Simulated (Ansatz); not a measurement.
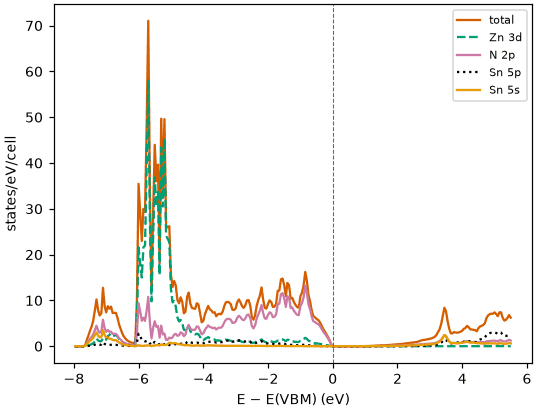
Figure: Total and projected density of states of ZnSnN₂ in space group Pna2_1 (No. 33; Zn on 4a, Sn on 4a, N on 4a, N on 4a), r²SCAN (plane waves, PAW; program Ansatz)

Task: Which orbitals carry the states next to the gap?

Result: Top 1 eV of the valence band: N 2p 82 %, Zn 3d 11 %. Bottom 1 eV of the conduction band: N 2p 32 %, N 2s 24 %, Sn 5s 20 %, Zn 4s 18 %. Projections are on Löwdin-orthogonalised atomic valence shells; empty p or d shells of many metals are not among them.

Task: Where is the tallest occupied peak in this window, and what makes it?

Result: Near -5.7 eV, about 71 states/eV per cell; the largest projected share is Zn 3d.

The r²SCAN relaxation kept the symmetry of its start. Scalar-relativistic: spin–orbit coupling is off unless named, which matters more the heavier the elements.

Potentials: the later of the program's two PAW sets.
